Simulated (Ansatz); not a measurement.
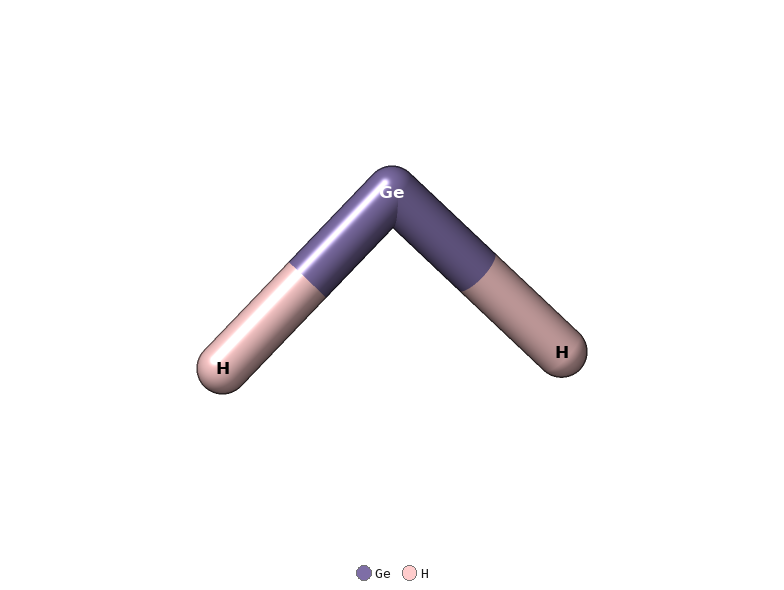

The structure as it stands in the input.

Input file:

```yaml
crystal:
  periodic: [false, false, false]
  atoms:
    - {symbol: Ge, position_ang: [-0.736966, -0.651224, 0.017746]}
    - {symbol: H, position_ang: [-0.217788, -0.116491, 1.427060]}
    - {symbol: H, position_ang: [-1.104641, 0.833862, -0.430566]}
basis:
  gaussian: {orbitals: def2-TZVP}
hamiltonian: {xc: pbe0, dispersion: d4}
phonons: {temperatures: {t_min: 298.15, t_max: 900, t_step: 200}}
```

Output:

```
Functional definition: PBE0
  name "PBE0"
  cite "Adamo & Barone, J. Chem. Phys. 110, 6158 (1999) doi:10.1063/1.478522"
  cite "Perdew, Burke & Ernzerhof, Phys. Rev. Lett. 77, 3865 (1996) doi:10.1103/PhysRevLett.77.3865"
  parent pbe
  parameter a = 0.25
  parameter kappa = 0.804
  parameter beta = 0.06672455060314922
  exchange = (1 - a)*pbe_x(kappa = kappa, mu = beta*pi^2/3) + a*exact_x
  correlation = pbe_c(beta = beta)
489 factors; their error is unknown
mean field evaluation 1: about -56541.1989 eV, gradient 1.5e1 eV
mean field evaluation 2: about -56541.3947 eV, gradient 1.3e1 eV
mean field evaluation 4: about -56541.5991 eV, gradient 3.7e-1 eV
mean field evaluation 8: about -56541.8741 eV, gradient 1.6e-3 eV
mean field -56541.87409499 eV, -2077.8755475320 hartree, gradient 1.1e-5 eV, S^2 0.000000; 0 other end points of the search recorded, 0 dependent functions left out
the calculation of the forces begins
reference -56541.87411401 eV, -2077.8755482311 hartree; 17, 17 occupied and 43, 43 virtual orbitals, 489 factors
these checks for a lower state are left out or cut short: stability, starts, cluster_reference, orbital_swaps, neighbouring_geometries, increment
489 factors; their error is unknown
mean field evaluation 16: about -56541.8741 eV, gradient 2.8e-5 eV
mean field -56541.87406613 eV, -2077.8755464717 hartree, gradient 2.1e-6 eV, S^2 0.000000; 0 other end points of the search recorded, 0 dependent functions left out
the calculation of the forces begins
reference -56541.87408516 eV, -2077.8755471708 hartree; 17, 17 occupied and 43, 43 virtual orbitals, 489 factors
these checks for a lower state are left out or cut short: stability, starts, cluster_reference, orbital_swaps, neighbouring_geometries, increment
489 factors; their error is unknown
mean field -56541.87406181 eV, -2077.8755463129 hartree, gradient 4.5e-7 eV, S^2 0.000000; 0 other end points of the search recorded, 0 dependent functions left out
the calculation of the forces begins
reference -56541.87408084 eV, -2077.8755470121 hartree; 17, 17 occupied and 43, 43 virtual orbitals, 489 factors
these checks for a lower state are left out or cut short: stability, starts, cluster_reference, orbital_swaps, neighbouring_geometries, increment
489 factors; their error is unknown
mean field evaluation 32: about -56541.8741 eV, gradient 1.4e-6 eV
mean field -56541.87405398 eV, -2077.8755460251 hartree, gradient 1.4e-6 eV, S^2 0.000000; 0 other end points of the search recorded, 0 dependent functions left out
the calculation of the forces begins
reference -56541.87407301 eV, -2077.8755467243 hartree; 17, 17 occupied and 43, 43 virtual orbitals, 489 factors
these checks for a lower state are left out or cut short: stability, starts, cluster_reference, orbital_swaps, neighbouring_geometries, increment
489 factors; their error is unknown
mean field -56541.87405844 eV, -2077.8755461888 hartree, gradient 2.1e-6 eV, S^2 0.000000; 0 other end points of the search recorded, 0 dependent functions left out
the calculation of the forces begins
reference -56541.87407746 eV, -2077.8755468879 hartree; 17, 17 occupied and 43, 43 virtual orbitals, 489 factors
these checks for a lower state are left out or cut short: stability, starts, cluster_reference, orbital_swaps, neighbouring_geometries, increment
489 factors; their error is unknown
mean field -56541.87409127 eV, -2077.8755473954 hartree, gradient 1.5e-6 eV, S^2 0.000000; 0 other end points of the search recorded, 0 dependent functions left out
the calculation of the forces begins
reference -56541.87411029 eV, -2077.8755480945 hartree; 17, 17 occupied and 43, 43 virtual orbitals, 489 factors
these checks for a lower state are left out or cut short: stability, starts, cluster_reference, orbital_swaps, neighbouring_geometries, increment
489 factors; their error is unknown
mean field -56541.87408979 eV, -2077.8755473411 hartree, gradient 1.9e-6 eV, S^2 0.000000; 0 other end points of the search recorded, 0 dependent functions left out
the calculation of the forces begins
reference -56541.87410882 eV, -2077.8755480402 hartree; 17, 17 occupied and 43, 43 virtual orbitals, 489 factors
Total energy: -56541.89297131 eV, -2077.8762412239 hartree
Atom 0 at    -0.736966    -0.651224     0.017746 Å, force     0.000010     0.000128     0.000061 eV/Å
Atom 1 at    -0.217788    -0.116491     1.427060 Å, force    -0.000109     0.000047    -0.000248 eV/Å
Atom 2 at    -1.104641     0.833862    -0.430566 Å, force     0.000099    -0.000175     0.000187 eV/Å
Dipole moment:    -0.002101    -0.028013    -0.013328 e Å
Vibrations: 934.42 1927.72 1937.18 cm⁻¹, zero-point energy 0.297519 eV
```
